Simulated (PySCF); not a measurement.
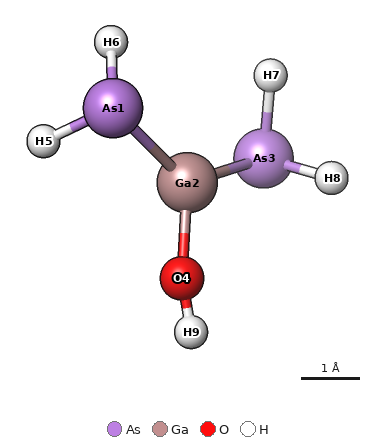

**Figure 1.** The structure as given in the input (ball-and-stick view, seen at a tilt; atoms are numbered from 1 in the order of the input). Sticks mark near contacts. Bond lengths as drawn: As–Ga 2.48 to 2.51 Å, As–H 1.48 to 1.54 Å, Ga–O 1.74 Å and H–O 0.95 Å.

## GaAs$_{2}$H$_{5}$O: geometry relaxation

System: GaAs$_{2}$H$_{5}$O.
Method: PBE0-D3(BJ)/def2-SVP geometry optimisation, gas phase (PySCF 2.14.0).

What the program printed
```
step   0  E = -6473.15223806  max force = 0.021521
step   1  E = -6473.15881671  max force = 0.012258
step   2  E = -6473.16111848  max force = 0.012339
step   3  E = -6473.16415154  max force = 0.011554
step   4  E = -6473.16559397  max force = 0.004358
step   5  E = -6473.16603502  max force = 0.002002
step   6  E = -6473.16619037  max force = 0.000626
step   7  E = -6473.16622585  max force = 0.000650
step   8  E = -6473.16628978  max force = 0.000874
step   9  E = -6473.16633674  max force = 0.001102
step  10  E = -6473.16640594  max force = 0.000845
step  11  E = -6473.16643494  max force = 0.000403
step  12  E = -6473.16644282  max force = 0.000233
optimisation converged
```

Trajectory as extended XYZ (Å, eV, eV/Å), 13 frames, from step=0 to step=12
```
9
Properties=species:S:1:pos:R:3:forces:R:3 step=0 energy=-176143.44432
As    2.1789    0.8677   -0.5568   -1.1067   0.5916  -0.1427
Ga    0.0111   -0.2691   -0.1287   -0.2156   0.4751   0.3782
As   -2.1339    0.1816    1.0860    0.9394   0.0097   0.1352
O     0.0855   -1.8049   -0.9416    0.5353  -0.6050  -0.5715
H     2.7734   -0.1043    0.3857    0.4573  -0.7143   0.5670
H     1.8494    1.8003    0.6178    0.1525   0.0814  -0.1500
H    -1.7721    1.6585    1.0371   -0.0521   0.1664   0.1796
H    -2.7291    0.3077   -0.2801   -0.3698  -0.0574  -0.5947
H    -0.2190   -2.6606   -1.2280   -0.3404   0.0525   0.1990
9
Properties=species:S:1:pos:R:3:forces:R:3 step=1 energy=-176143.62333
As    2.0907    0.9298   -0.5143   -0.3380  -0.0479   0.0865
Ga    0.0263   -0.3419   -0.1758   -0.2607   0.0018   0.1470
As   -2.0236    0.2132    1.0798    0.3339   0.0244  -0.2219
O     0.1116   -1.8969   -1.0103    0.6304   0.0727  -0.2800
H     2.7580   -0.0607    0.4264    0.1291  -0.1189   0.0415
H     1.7303    1.8352    0.6647    0.0145   0.0320  -0.0572
H    -1.6465    1.6920    1.0313    0.0034   0.0080   0.0814
H    -2.7012    0.3343   -0.2817   -0.1198  -0.0582  -0.0433
H    -0.3013   -2.7282   -1.2288   -0.3928   0.0861   0.2459
9
Properties=species:S:1:pos:R:3:forces:R:3 step=2 energy=-176143.68597
As    2.0716    0.9318   -0.5027   -0.0521  -0.0572   0.0827
Ga    0.0348   -0.3383   -0.1808   -0.2501   0.0517   0.1616
As   -1.9929    0.2023    1.0556    0.0641   0.0627  -0.1182
O     0.1310   -1.8867   -1.0187    0.6345  -0.1423  -0.3874
H     2.7743   -0.0692    0.4160    0.0228   0.0181  -0.0422
H     1.7197    1.8363    0.6771    0.0168   0.0105  -0.0153
H    -1.6319    1.6860    1.0262   -0.0221  -0.0154   0.0280
H    -2.7088    0.3059   -0.2936   -0.0321  -0.0216   0.0493
H    -0.3536   -2.6911   -1.1878   -0.3819   0.0935   0.2415
9
Properties=species:S:1:pos:R:3:forces:R:3 step=3 energy=-176143.76850
As    2.0473    0.9289   -0.4655    0.5879   0.1368  -0.0339
Ga    0.0693   -0.3414   -0.2086    0.1217   0.2577   0.0485
As   -1.9277    0.1594    0.9669   -0.5941   0.0206   0.2938
O     0.2190   -1.8814   -1.0680    0.0162  -0.4424  -0.2071
H     2.8683   -0.0943    0.3433   -0.1982   0.2055  -0.1038
H     1.7452    1.8106    0.7383    0.0290  -0.0321   0.0823
H    -1.6580    1.6588    0.9825   -0.0185  -0.0238  -0.1201
H    -2.7705    0.1871   -0.3152    0.1373   0.0716   0.1171
H    -0.5486   -2.4509   -0.9821   -0.0813  -0.1938  -0.0769
9
Properties=species:S:1:pos:R:3:forces:R:3 step=4 energy=-176143.80775
As    2.0756    0.9469   -0.4736    0.1655  -0.0004  -0.0147
Ga    0.0631   -0.3398   -0.2019   -0.0629   0.0869   0.0672
As   -1.9649    0.1758    1.0015   -0.1660  -0.0032   0.0901
O     0.1937   -1.8934   -1.0576    0.2175  -0.2241  -0.2034
H     2.8577   -0.0765    0.3565   -0.0746   0.0809  -0.0476
H     1.7681    1.8215    0.7371   -0.0007  -0.0303   0.0359
H    -1.6708    1.6711    0.9800   -0.0129  -0.0039  -0.0567
H    -2.7686    0.2177   -0.3000    0.0575   0.0276   0.0445
H    -0.5097   -2.5465   -1.0507   -0.1234   0.0665   0.0847
9
Properties=species:S:1:pos:R:3:forces:R:3 step=5 energy=-176143.81975
As    2.0863    0.9571   -0.4707    0.0596   0.0153  -0.0242
Ga    0.0690   -0.3384   -0.2039   -0.0166   0.0529   0.0296
As   -1.9711    0.1745    1.0024   -0.0634  -0.0151   0.0673
O     0.2031   -1.8992   -1.0627    0.0754  -0.1030  -0.0754
H     2.8735   -0.0768    0.3332   -0.0368   0.0235  -0.0141
H     1.7891    1.8061    0.7611   -0.0035  -0.0234   0.0247
H    -1.6906    1.6714    0.9516   -0.0028   0.0017  -0.0416
H    -2.7786    0.1946   -0.2943    0.0321   0.0128   0.0026
H    -0.5364   -2.5126   -1.0250   -0.0439   0.0352   0.0310
9
Properties=species:S:1:pos:R:3:forces:R:3 step=6 energy=-176143.82398
As    2.0902    0.9733   -0.4679   -0.0197   0.0322  -0.0114
Ga    0.0739   -0.3325   -0.2020    0.0202  -0.0028  -0.0093
As   -1.9721    0.1779    1.0098    0.0106  -0.0007   0.0260
O     0.2082   -1.9006   -1.0621   -0.0302   0.0151   0.0277
H     2.8783   -0.0810    0.3015    0.0059  -0.0246   0.0059
H     1.8037    1.7811    0.7947   -0.0012  -0.0096   0.0067
H    -1.7050    1.6751    0.9086    0.0027   0.0046  -0.0137
H    -2.7747    0.1633   -0.2883    0.0000  -0.0088  -0.0200
H    -0.5584   -2.4798   -1.0028    0.0117  -0.0055  -0.0119
9
Properties=species:S:1:pos:R:3:forces:R:3 step=7 energy=-176143.82494
As    2.0885    0.9826   -0.4655   -0.0264   0.0186   0.0038
Ga    0.0749   -0.3278   -0.1989    0.0164  -0.0181  -0.0125
As   -1.9705    0.1840    1.0152    0.0211   0.0091  -0.0003
O     0.2070   -1.8975   -1.0579   -0.0303   0.0318   0.0334
H     2.8774   -0.0857    0.2843    0.0108  -0.0199   0.0001
H     1.8082    1.7679    0.8128    0.0013  -0.0046   0.0017
H    -1.7096    1.6806    0.8859    0.0000   0.0025  -0.0042
H    -2.7695    0.1460   -0.2853   -0.0064  -0.0125  -0.0105
H    -0.5623   -2.4732   -0.9991    0.0134  -0.0070  -0.0114
9
Properties=species:S:1:pos:R:3:forces:R:3 step=8 energy=-176143.82668
As    2.0829    1.0069   -0.4547   -0.0186  -0.0176   0.0308
Ga    0.0771   -0.3141   -0.1890    0.0033  -0.0242  -0.0071
As   -1.9657    0.2053    1.0260    0.0235   0.0205  -0.0449
O     0.2036   -1.8862   -1.0440   -0.0146   0.0344   0.0236
H     2.8799   -0.0994    0.2315    0.0117   0.0044  -0.0151
H     1.8266    1.7292    0.8656    0.0063   0.0038  -0.0047
H    -1.7282    1.6980    0.8201   -0.0066  -0.0010   0.0086
H    -2.7620    0.0935   -0.2737   -0.0139  -0.0120   0.0159
H    -0.5701   -2.4562   -0.9903    0.0089  -0.0084  -0.0069
9
Properties=species:S:1:pos:R:3:forces:R:3 step=9 energy=-176143.82796
As    2.0793    1.0272   -0.4404   -0.0068  -0.0356   0.0367
Ga    0.0787   -0.3006   -0.1789   -0.0063  -0.0144   0.0002
As   -1.9630    0.2286    1.0314    0.0165   0.0195  -0.0566
O     0.2019   -1.8744   -1.0296   -0.0012   0.0210   0.0103
H     2.8896   -0.1102    0.1775    0.0090   0.0192  -0.0193
H     1.8530    1.6898    0.9163    0.0081   0.0072  -0.0060
H    -1.7546    1.7144    0.7545   -0.0091  -0.0020   0.0115
H    -2.7650    0.0417   -0.2568   -0.0148  -0.0071   0.0276
H    -0.5756   -2.4396   -0.9825    0.0047  -0.0078  -0.0043
9
Properties=species:S:1:pos:R:3:forces:R:3 step=10 energy=-176143.82984
As    2.0767    1.0591   -0.4078    0.0107  -0.0411   0.0254
Ga    0.0810   -0.2755   -0.1602   -0.0191   0.0044   0.0085
As   -1.9625    0.2751    1.0340    0.0018   0.0093  -0.0434
O     0.2015   -1.8524   -1.0023    0.0173  -0.0040  -0.0087
H     2.9137   -0.1223    0.0772    0.0017   0.0280  -0.0133
H     1.9123    1.6132    1.0052    0.0076   0.0078  -0.0046
H    -1.8136    1.7391    0.6307   -0.0084  -0.0023   0.0084
H    -2.7821   -0.0502   -0.2148   -0.0098   0.0025   0.0287
H    -0.5828   -2.4092   -0.9706   -0.0018  -0.0045  -0.0008
9
Properties=species:S:1:pos:R:3:forces:R:3 step=11 energy=-176143.83063
As    2.0785    1.0696   -0.3899    0.0106  -0.0207   0.0093
Ga    0.0812   -0.2643   -0.1523   -0.0187   0.0065   0.0071
As   -1.9652    0.2981    1.0310   -0.0003   0.0047  -0.0146
O     0.2044   -1.8429   -0.9898    0.0177  -0.0098  -0.0104
H     2.9301   -0.1237    0.0331   -0.0024   0.0147  -0.0038
H     1.9460    1.5779    1.0433    0.0036   0.0049  -0.0024
H    -1.8477    1.7483    0.5720   -0.0045  -0.0019   0.0023
H    -2.8003   -0.0898   -0.1882   -0.0034   0.0028   0.0129
H    -0.5827   -2.3963   -0.9677   -0.0024  -0.0012  -0.0004
9
Properties=species:S:1:pos:R:3:forces:R:3 step=12 energy=-176143.83085
As    2.0801    1.0677   -0.3871    0.0045  -0.0038  -0.0001
Ga    0.0803   -0.2638   -0.1524   -0.0120   0.0013   0.0029
As   -1.9668    0.3014    1.0289    0.0019   0.0023   0.0019
O     0.2081   -1.8429   -0.9892    0.0098  -0.0030  -0.0036
H     2.9355   -0.1231    0.0321   -0.0020   0.0018   0.0012
H     1.9524    1.5777    1.0457   -0.0001   0.0020  -0.0008
H    -1.8559    1.7502    0.5647   -0.0008  -0.0006  -0.0018
H    -2.8107   -0.0935   -0.1810   -0.0005  -0.0004   0.0012
H    -0.5787   -2.3969   -0.9704   -0.0007   0.0005  -0.0010
```

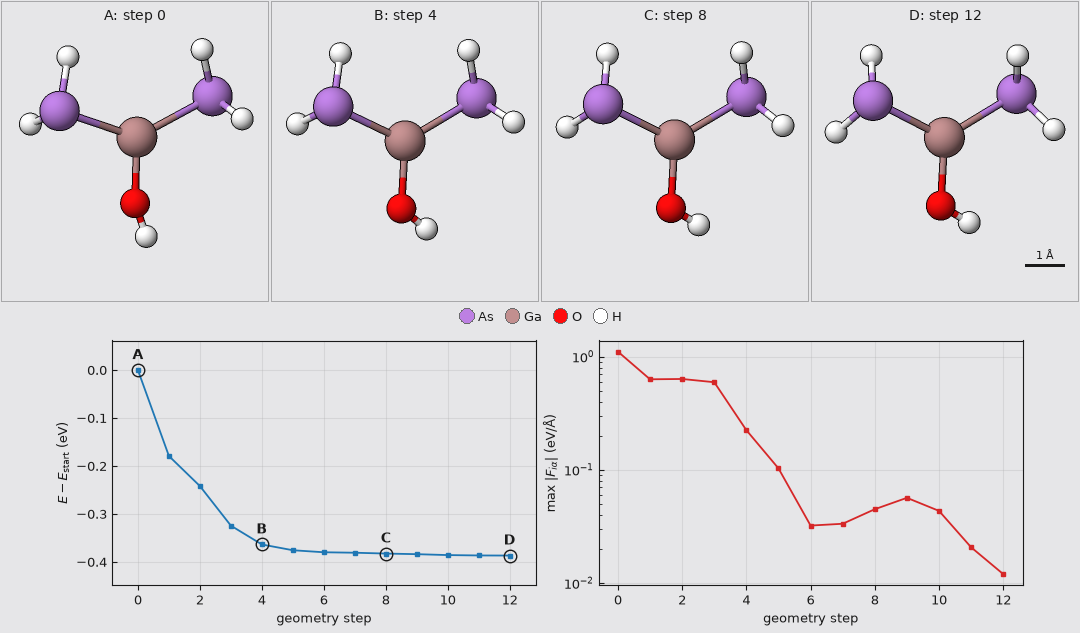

**Figure 2.** Frames of the relaxation (ball-and-stick view, seen at an oblique angle) above the curves, on which the letters mark them (steps are counted from 0).

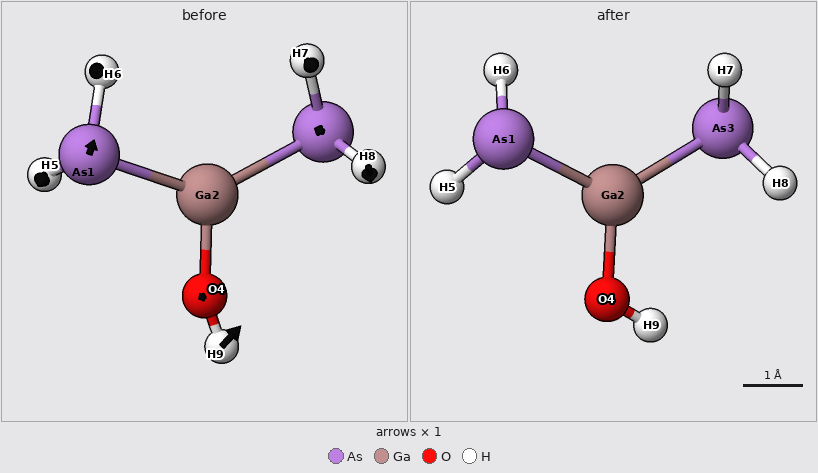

**Figure 3.** Before (left) and after (right) the relaxation, at one scale (ball-and-stick view, seen at an oblique angle). The black arrows give the displacements, at true length. H9 moves most after the best rigid fit: 0.51 Å. By element the largest moves are H 0.51 Å, As 0.29 Å, O 0.14 Å, Ga 0.07 Å. Among the contacts that change: Ga2–As3 2.506 → 2.430 Å, As1–Ga2 2.485 → 2.414 Å, Ga2–O4 1.739 → 1.792 Å, As1–H5 1.479 → 1.525 Å. Among the angles that change: Ga2–O4–H9 157.0° → 116.1°, As1–Ga2–As3 138.4° → 128.1°, Ga2–As3–H8 85.0° → 91.2°. The energy falls by 0.387 eV in 12 geometry steps. Largest force component: 1.1 eV/Å at the start, 0.012 eV/Å at the end. (Atoms are counted from 1 in the order of the input.)

The run was set up as follows.

Input
```
{"job": {"xc": "PBE0", "basis": "def2-SVP", "d3": "d3bj", "grid": 2, "kind": "geom", "shake": 0.01}, "charge": 0, "multiplicity": 1}
As     2.178939     0.867719    -0.556845
Ga     0.011143    -0.269139    -0.128673
As    -2.133910     0.181633     1.086022
O      0.085493    -1.804915    -0.941559
H      2.773437    -0.104267     0.385702
H      1.849393     1.800264     0.617796
H     -1.772150     1.658461     1.037074
H     -2.729066     0.307705    -0.280076
H     -0.219032    -2.660609    -1.227990
```

The first line tells a small driver script what to run in PySCF; the rest is the geometry in Å.

Launched with:
```bash
OMP_NUM_THREADS=1 python <driver script> task.json out
```

Summary

- outcome: converged
- total energy: −6473.166443 hartree
- dipole moment: 1.27 D
- point group: C1
- hardware: 1 CPU thread, shared host
- wall time: 3.4 min
- peak memory: 0.66 GiB
